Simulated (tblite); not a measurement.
**SiNH₅O: geometry relaxation**

System: SiNH₅O, SMILES N[SiH2]O.
Method: GFN2-xTB, R-SCC (tblite 0.8.0).

The geometry comes from this level: GFN2-xTB.

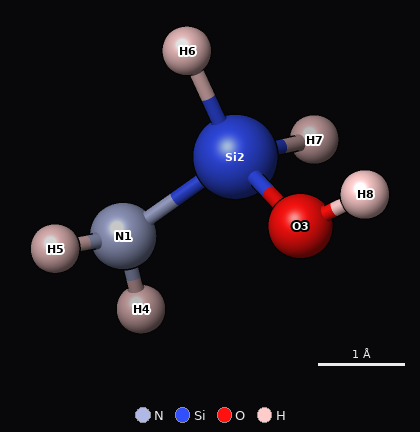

The structure as given in the input (ball-and-stick view, seen at a tilt; atoms are numbered from 1 in the order of the input). Bond lengths as drawn: H–N 1.01 Å, H–O 0.95 Å, H–Si 1.46 Å, N–Si 1.72 Å and O–Si 1.64 Å.

The input (job.py)
```python
# GFN2-xTB geometry optimisation
import json
import numpy as np
from tblite.interface import Calculator
from tblite.interface import symbols_to_numbers
from scipy.optimize import minimize

symbols = list(map(str, np.loadtxt("molecule.xyz", skiprows=2, usecols=0, dtype=str, ndmin=1)))
numbers = np.array(symbols_to_numbers(symbols))
positions = np.loadtxt("molecule.xyz", skiprows=2, usecols=(1, 2, 3), ndmin=2) / 0.5291772

tb = Calculator("GFN2-xTB", numbers, positions, charge=0, uhf=0)
tb.set("verbosity", 0)
tb.set("accuracy", 0.01)
last, frames, energies, grads = [None], [], [], []

def fun(x):
    tb.update(x.reshape(-1, 3))
    last[0] = tb.singlepoint(last[0])
    return float(last[0].get('energy')), last[0].get('gradient').ravel()

def show(x):
    e, g = fun(x)
    frames.append(x.reshape(-1, 3).tolist())
    energies.append(e)
    grads.append(g.reshape(-1, 3).tolist())
    print(f"{len(energies) - 1:4d} {e:16.9f} {np.abs(g).max():12.3e} {np.linalg.norm(g):12.3e}")

print("step      energy/Eh       max grad     grad norm")
show(positions.ravel())
opt = minimize(fun, positions.ravel(), jac=True, method="BFGS", callback=show, options={"gtol": 3e-05, "maxiter": 500})
print("converged:", opt.success, "-", opt.message)
fun(opt.x)
res = last[0]
final = opt.x.reshape(-1, 3)
print("final geometry (angstrom)")
for s, p in zip(symbols, final * 0.529177210903):
    print(f"{s:<2} {p[0]:12.6f} {p[1]:12.6f} {p[2]:12.6f}")
print(f"Energy: {res.get('energy') * 627.5095:.8f} kcal/mol")
eps = np.atleast_2d(res.get("orbital-energies")) * 27.211386
occ = np.atleast_2d(res.get("orbital-occupations"))
filled = occ.sum(axis=0) if eps.shape[0] == 1 else occ[0]
homo = np.nonzero(filled > 0.5)[0].max()
print("  MO   occupation   energy/eV")
for i in range(max(0, homo - 4), min(eps.shape[1], homo + 5)):
    print(f"{i + 1:4d} {filled[i]:10.4f} {eps[0, i]:12.4f}")
mu = res.get("dipole") * 2.541746
print(f"|mu|: {np.linalg.norm(mu):.4f} D, components " + " ".join(f"{c:.4f}" for c in mu))
q = res.get("charges")
print("Charges:", " ".join(f"{s}{i + 1}={c:+.4f}" for i, (s, c) in enumerate(zip(symbols, q))))
out = {k: np.asarray(res.get(k)).tolist() for k in ("energy", "gradient", "charges", "dipole", "orbital-energies", "orbital-occupations")}
out.update(symbols=symbols, positions=(positions * 0.529177210903).tolist(), final=final.tolist(), frames=frames, step_energies=energies, grads=grads, success=bool(opt.success))
json.dump(out, open("results.json", "w"))
```

File molecule.xyz
```
8

N     -0.842420     0.740220    -0.764180
Si     0.472990     0.124020     0.150980
O      0.110280    -1.357500     0.745430
H     -1.079680     0.277190    -1.626710
H     -1.688450     0.985350    -0.275800
H      0.690110     1.056290     1.254080
H      1.608210     0.021470    -0.762180
H      0.728970    -1.847050     1.278380
```

Run on 1 thread of Arm Neoverse V1, 24 GiB of memory available, shared host.

Launched with:
```bash
python job.py
```

What the program printed
```
step      energy/Eh       max grad     grad norm
   0    -11.328096817    2.530e-04    4.489e-04
   1    -11.328096948    1.098e-04    1.891e-04
   2    -11.328096988    5.573e-05    1.106e-04
   3    -11.328097004    5.236e-05    1.015e-04
   4    -11.328097026    5.869e-05    1.046e-04
   5    -11.328097043    3.837e-05    8.811e-05
   6    -11.328097053    2.155e-05    5.616e-05
converged: True - Optimization terminated successfully.
final geometry (angstrom)
N     -0.842468     0.740550    -0.764414
Si     0.472787     0.123900     0.150980
O      0.110735    -1.357128     0.745595
H     -1.079592     0.277246    -1.626743
H     -1.688472     0.985215    -0.275708
H      0.690082     1.056235     1.253951
H      1.608071     0.021442    -0.762138
H      0.728866    -1.847470     1.278477
Energy: -7108.48851749 kcal/mol
  MO   occupation   energy/eV
   6     2.0000     -12.9630
   7     2.0000     -12.7946
   8     2.0000     -11.6749
   9     2.0000     -10.9973
  10     2.0000     -10.3276
  11     0.0000      -4.0452
  12     0.0000      -3.3237
  13     0.0000      -2.6491
  14     0.0000       0.4304
|mu|: 1.1575 D, components 0.1623 -0.9834 0.5886
Charges: N1=-0.4187 Si2=+0.5207 O3=-0.4838 H4=+0.1486 H5=+0.1486 H6=-0.1032 H7=-0.1030 H8=+0.2908
```

Trajectory as extended XYZ (Å, eV, eV/Å), 7 frames, from step=0 to step=6
```
8
Properties=species:S:1:pos:R:3:forces:R:3 step=0 energy=-308.25322
N    -0.8424    0.7402   -0.7642   -0.0042   0.0020  -0.0076
Si    0.4730    0.1240    0.1510   -0.0032  -0.0129   0.0062
O     0.1103   -1.3575    0.7454    0.0052   0.0130  -0.0035
H    -1.0797    0.2772   -1.6267    0.0019   0.0019   0.0031
H    -1.6885    0.9853   -0.2758    0.0000  -0.0006   0.0013
H     0.6901    1.0563    1.2541    0.0001   0.0001  -0.0002
H     1.6082    0.0215   -0.7622    0.0003  -0.0002  -0.0005
H     0.7290   -1.8471    1.2784    0.0000  -0.0032   0.0012
8
Properties=species:S:1:pos:R:3:forces:R:3 step=1 energy=-308.25322
N    -0.8425    0.7402   -0.7643    0.0000   0.0025  -0.0013
Si    0.4730    0.1239    0.1510   -0.0030  -0.0039   0.0011
O     0.1103   -1.3574    0.7454    0.0056   0.0041   0.0013
H    -1.0797    0.2772   -1.6267    0.0005  -0.0001  -0.0006
H    -1.6885    0.9853   -0.2758   -0.0002  -0.0007   0.0009
H     0.6901    1.0563    1.2541   -0.0001  -0.0004  -0.0006
H     1.6082    0.0215   -0.7622   -0.0005  -0.0002   0.0002
H     0.7290   -1.8471    1.2784   -0.0024  -0.0013  -0.0008
8
Properties=species:S:1:pos:R:3:forces:R:3 step=2 energy=-308.25322
N    -0.8425    0.7403   -0.7643    0.0008   0.0020   0.0001
Si    0.4729    0.1238    0.1511   -0.0014   0.0013  -0.0012
O     0.1104   -1.3573    0.7454    0.0029   0.0005   0.0018
H    -1.0796    0.2772   -1.6267    0.0002  -0.0002  -0.0011
H    -1.6885    0.9853   -0.2758   -0.0001  -0.0007   0.0005
H     0.6901    1.0563    1.2541   -0.0002  -0.0006  -0.0009
H     1.6082    0.0215   -0.7622   -0.0010  -0.0002   0.0006
H     0.7289   -1.8471    1.2784   -0.0011  -0.0021   0.0002
8
Properties=species:S:1:pos:R:3:forces:R:3 step=3 energy=-308.25322
N    -0.8425    0.7403   -0.7643    0.0003   0.0016  -0.0002
Si    0.4729    0.1238    0.1511   -0.0002   0.0027  -0.0015
O     0.1105   -1.3572    0.7454    0.0011  -0.0004   0.0015
H    -1.0796    0.2772   -1.6267    0.0003   0.0001  -0.0006
H    -1.6885    0.9853   -0.2758   -0.0001  -0.0008   0.0003
H     0.6901    1.0563    1.2541   -0.0002  -0.0005  -0.0009
H     1.6082    0.0215   -0.7622   -0.0011  -0.0001   0.0005
H     0.7289   -1.8472    1.2784   -0.0001  -0.0026   0.0009
8
Properties=species:S:1:pos:R:3:forces:R:3 step=4 energy=-308.25322
N    -0.8425    0.7404   -0.7643   -0.0004   0.0009  -0.0008
Si    0.4728    0.1238    0.1510    0.0012   0.0030  -0.0012
O     0.1106   -1.3572    0.7455   -0.0009  -0.0011   0.0009
H    -1.0796    0.2772   -1.6267    0.0003   0.0006   0.0001
H    -1.6885    0.9853   -0.2757    0.0000  -0.0007   0.0000
H     0.6901    1.0562    1.2540   -0.0003   0.0000  -0.0006
H     1.6081    0.0215   -0.7622   -0.0009  -0.0001   0.0001
H     0.7289   -1.8472    1.2784    0.0010  -0.0027   0.0014
8
Properties=species:S:1:pos:R:3:forces:R:3 step=5 energy=-308.25322
N    -0.8425    0.7405   -0.7644   -0.0006   0.0004  -0.0009
Si    0.4728    0.1239    0.1510    0.0016   0.0018  -0.0004
O     0.1107   -1.3571    0.7456   -0.0016  -0.0011   0.0005
H    -1.0796    0.2772   -1.6267    0.0001   0.0009   0.0003
H    -1.6885    0.9852   -0.2757   -0.0002  -0.0007  -0.0003
H     0.6901    1.0562    1.2540   -0.0002   0.0006  -0.0001
H     1.6081    0.0215   -0.7621   -0.0003   0.0000  -0.0005
H     0.7289   -1.8474    1.2784    0.0012  -0.0020   0.0012
8
Properties=species:S:1:pos:R:3:forces:R:3 step=6 energy=-308.25322
N    -0.8425    0.7406   -0.7644   -0.0002   0.0002  -0.0004
Si    0.4728    0.1239    0.1510    0.0010   0.0001   0.0003
O     0.1107   -1.3571    0.7456   -0.0011  -0.0006   0.0005
H    -1.0796    0.2772   -1.6267    0.0000   0.0008   0.0001
H    -1.6885    0.9852   -0.2757   -0.0003  -0.0006  -0.0003
H     0.6901    1.0562    1.2539   -0.0001   0.0011   0.0003
H     1.6081    0.0214   -0.7621    0.0002   0.0000  -0.0009
H     0.7289   -1.8475    1.2785    0.0006  -0.0010   0.0005
```

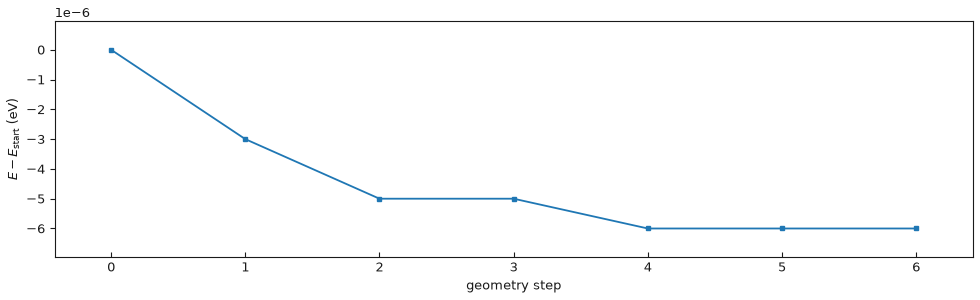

Progress of the relaxation, step by step (steps are counted from 0). The energy falls by next to nothing (0.0 eV) in 6 geometry steps. Largest force component: 0.013 eV/Å at the start, 0.0011 eV/Å at the end. The atoms keep their places after the best rigid fit (all moves are under 0.005 Å).

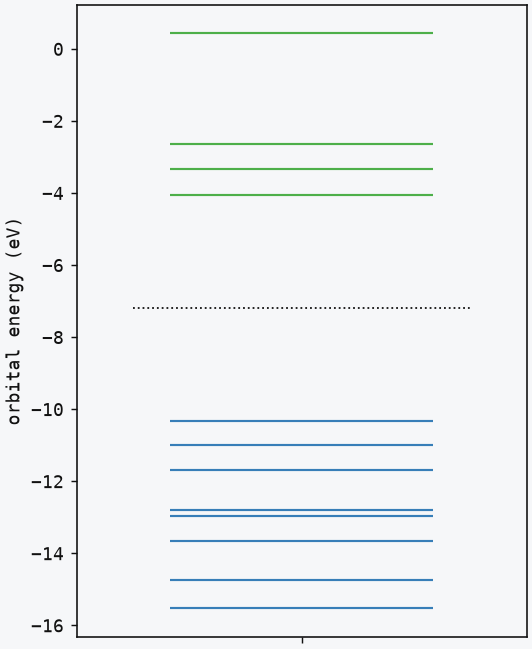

Orbital energies near the frontier; the dotted line parts filled from empty levels, and levels within 0.02 eV of each other stand side by side. Highest filled −10.33 eV, lowest empty −4.05 eV, 6.28 eV apart.

Key numbers

| quantity | value |
| --- | --- |
| outcome | converged |
| total energy | −11.328097 hartree |
| basis functions | 22 |
| largest force | 0.001 eV/Å |
| HOMO | −10.33 eV |
| LUMO | −4.05 eV |
| dipole moment | 1.16 D |
| wall time | 0.56 s |
| peak memory | 0.082 GiB |
